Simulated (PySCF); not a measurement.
```yaml
atoms:
  - { symbol: P, position_ang: [0.0000, 0.0000, -0.6482] }
  - { symbol: F, position_ang: [0.0000, 0.0000, 1.0568] }
```

Method: PBE0/def2-TZVPPD, non-relativistic Hamiltonian with scalar-relativistic core potentials where named, at a bond length of 1.705 Å (PySCF 2.14.0).

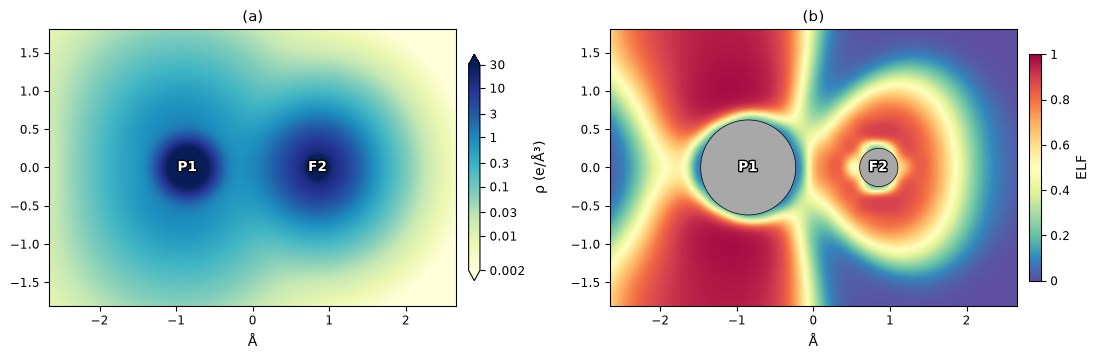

PF (charge −1, doublet). (a) total electron density; (b) electron localisation function on a plane that holds the molecular axis. Grey discs cover the atomic cores in the ELF map.

Q: What do the fields say about this system?

A: The section cuts through P and F sites. P–F (1.70 Å): ρ at the midpoint is about 1 e/Å³; the ELF peaks at about 0.85 in the valence shell of F, 0.6 Å from its nucleus, and is about 0.65 at the midpoint. The ELF also peaks beside P1 and F2, away from the bonds: non-bonding electrons, paired or unpaired.
